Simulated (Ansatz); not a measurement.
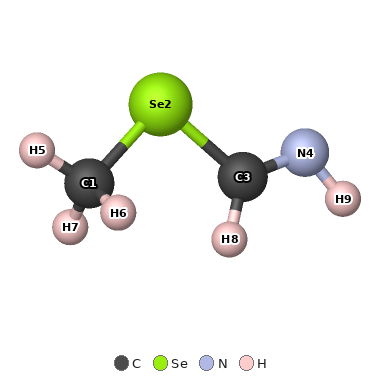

The system is C₂H₅NSe, SMILES C[Se]C=N; the picture shows the reference structure. The first coordinate is: angle C1–Se2–C3; the second: change of the bonds Se2–C1, Se2–C3, all alike. Nothing is relaxed (all other coordinates rigid). The scan uses a 9 × 9 grid. Points are written as (first, second). Energies are in kJ/mol, from the lowest grid point. The calculation used RKS PBE0-D4/def2-TZVP (Ansatz 0.2.0).

Its coordinates:

```tsv
atom	x (Å)	y (Å)	z (Å)
C	-0.0489	0.8942	-1.3767
Se	1.1082	0.7346	0.1763
C	0.1318	-0.6339	1.0521
N	0.5136	-1.0958	2.1587
H	0.3900	1.6658	-2.0075
H	-1.0492	1.2034	-1.0791
H	-0.0797	-0.0432	-1.9291
H	-0.7595	-0.9500	0.4949
H	-0.1177	-1.8214	2.4934
```

Range: angle C1–Se2–C3 from 52.0 to 142.0°; change of the bonds Se2–C1, Se2–C3, all alike from −0.211 to 0.326 Å.

**What landscape does the calculation give?**

The lowest grid point is at (97.0°, −0.010 Å). No other kind of well shows on this grid. The highest grid point, (52.0°, −0.211 Å), lies 1304 kJ/mol above the lowest. Round the minimum the two coordinates are weakly coupled (coupling 0.14 in units of the two stiffnesses).

| second ↓, first → | 52.0 | 63.2 | 74.5 | 85.7 | 97.0 | 108.2 | 119.5 | 130.7 | 142.0 |
| --- | --- | --- | --- | --- | --- | --- | --- | --- | --- |
| 0.326 | 488 | 222 | 144 | 121 | 119 | 129 | 150 | 181 | 220 |
| 0.259 | 516 | 207 | 113 | 86 | 82 | 93 | 116 | 149 | 191 |
| 0.192 | 558 | 202 | 89 | 55 | 50 | 61 | 85 | 121 | 166 |
| 0.125 | 616 | 209 | 73 | 31 | 23 | 35 | 60 | 98 | 146 |
| 0.058 | 695 | 232 | 69 | 16 | 5 | 17 | 44 | 84 | 135 |
| −0.010 | 799 | 276 | 81 | 15 | 0 | 10 | 39 | 81 | 135 |
| −0.077 | 930 | 347 | 115 | 33 | 12 | 21 | 50 | 94 | 150 |
| −0.144 | 1097 | 452 | 178 | 77 | 47 | 53 | 82 | 129 | 187 |
| −0.211 | 1304 | 601 | 279 | 154 | 115 | 117 | 145 | 192 | 253 |

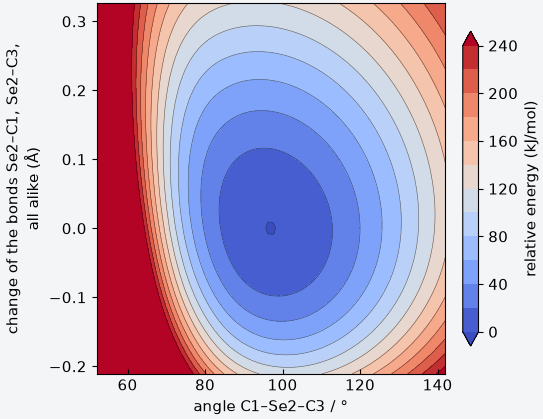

Drawn: filled contours, one colour for all values above the top of the scale. Between grid points the surface is interpolated.

Time for the 81 points that were run: 11 min on 1 thread of Arm Neoverse V2, with other jobs on the host.
